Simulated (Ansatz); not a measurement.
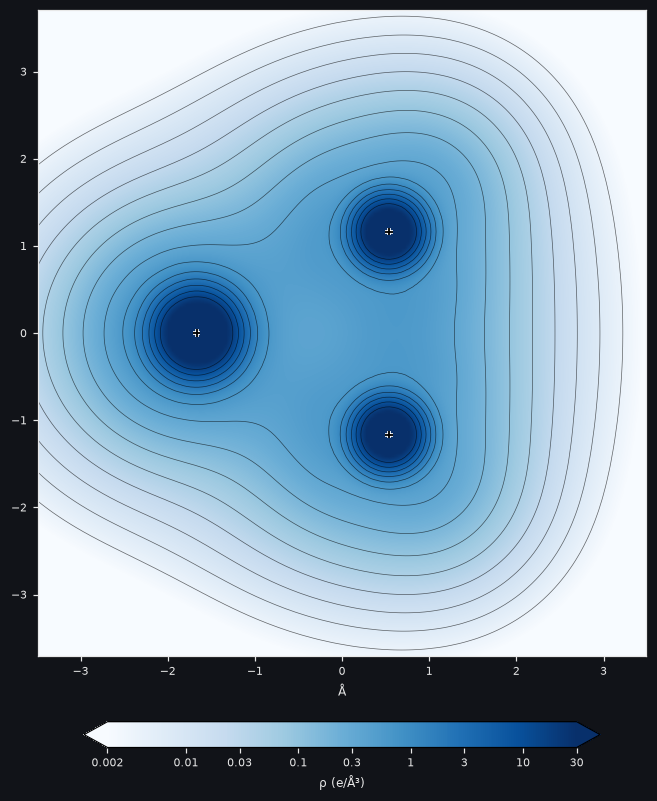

The total electron density on a plane through atoms (crosses mark nuclei in the plane).

Theory: Ansatz 0.2.0, isolated molecule in a Gaussian basis; Kohn-Sham density functional theory, functional PBE0.

Candidates:
A. CH₃Si₂ (charge −1)
B. GeH₅Si₂ (charge −1)
C. AlH₄InNSi (charge +1)

**Which system is this?**

Candidate B: GeH₅Si₂ on the plane of atoms Ge1, Si3 and Si2, which holds Ge and Si. Si–Si (2.33 Å): ρ is about 0.58 e/Å³ halfway. Si–Ge (2.49 Å): ρ is about 0.45 e/Å³ halfway.
